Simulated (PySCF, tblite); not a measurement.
# C₃H₄Cl₂OSi: geometry, infrared bands and NMR shifts

Wanted: the infrared bands and NMR shifts of C₃H₄Cl₂OSi (`O=C(Cl)/C=C(/[SiH3])Cl`), by calculation.

The runs use tblite 0.8.0 and PySCF 2.14.0, with density-fitted response routines of our own; the level of theory stands in each step. All values are computed, except where a source is named. Atoms count from 0, in the outputs and in this text.

## (1) The molecule as given

11 atoms, charge 0, multiplicity 1; geometry from: force field or distance geometry start.

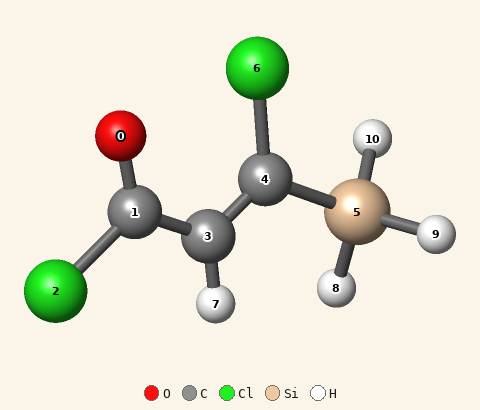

The starting geometry (oxygen red, carbon grey, chlorine green, silicon light orange, hydrogen white), atoms numbered.

## (2) Optimising the geometry with GFN2-xTB

What the job is given:

```
{"job": {"kind": "relax", "xc": "GFN2-xTB", "basis": "xTB"}, "charge": 0, "multiplicity": 1}
O      2.455600     1.198200    -0.609500
C      2.143500     0.088200    -0.123700
Cl     3.529700    -0.958800     0.303600
C      0.775000    -0.346900     0.106300
C     -0.234300     0.414900    -0.185400
Si    -1.943300    -0.164700     0.104500
Cl    -0.001100     2.014800    -0.897600
H      0.582200    -1.322900     0.548300
H     -2.026900    -1.123300     1.225000
H     -2.554300    -0.820300    -1.055000
H     -2.720700     1.023400     0.557500
```

Launch:

```sh
$ OMP_NUM_THREADS=1 python probes_run.py task.json out
```

The driver reads the jobs from task.json and runs them one after another.

**Question.** This job is followed by: GFN2-xTB harmonic vibrations, gas phase; GIAO PBE0/pcSseg-1 NMR shielding, non-relativistic, gas phase. Predict these results of the whole session: strongest single infrared mode (GFN2-xTB); zero-point energy (GFN2-xTB); 13C shifts against TMS (PBE0/pcSseg-1); 1H shifts against TMS (PBE0/pcSseg-1, means over atoms taken as alike); 17O shifts against H2O (PBE0/pcSseg-1); 35Cl shifts against HCl (PBE0/pcSseg-1); 29Si shifts against TMS (PBE0/pcSseg-1); surface potential, least and greatest.

As calculated:

| quantity | value |
| --- | --- |
| strongest single infrared mode (GFN2-xTB) | 772 cm⁻¹, 429 km/mol |
| zero-point energy (GFN2-xTB) | 35.2 kcal/mol |
| 13C shifts against TMS (PBE0/pcSseg-1) | 171.8, 168.2, 140.4 ppm |
| 1H shifts against TMS (PBE0/pcSseg-1, means over atoms taken as alike) | 6.95, 4.31 ppm |
| 17O shifts against H2O (PBE0/pcSseg-1) | 587.5 ppm |
| 35Cl shifts against HCl (PBE0/pcSseg-1) | 516, 342 ppm |
| 29Si shifts against TMS (PBE0/pcSseg-1) | -62.7 ppm |
| surface potential, least and greatest | -1.33 V and 1.58 V |

Relaxing lowered the energy by 0.524 eV in 100 steps; the close pair that moved most is C4–Si5, from 1.828 to 1.906 Å. No mode is imaginary among the 27: a minimum at this level. The strongest single mode, at 772 cm⁻¹, has its largest shares on H8, H9 and H10 (the list is cut at 3 atoms). Unscaled tight-binding wavenumbers are off by several per cent, some by more. Its intensities can rank the bands wrongly. The most deshielded hydrogen is H7 (hydrogen on an α carbon of a C=C–C=O unit), at 6.95 ppm: attached to an sp2 carbon and in the plane of the double bond. At PBE0/pcSseg-1: Shielding is most anisotropic at O0 (span 921 ppm, paramagnetic term -649 ppm). At PBE0/pcSseg-1, counted by nearest atom on the grid, the HOMO lies on O0 41 %; Cl6 23 %, the LUMO on C4 30 %; C1 19 %.
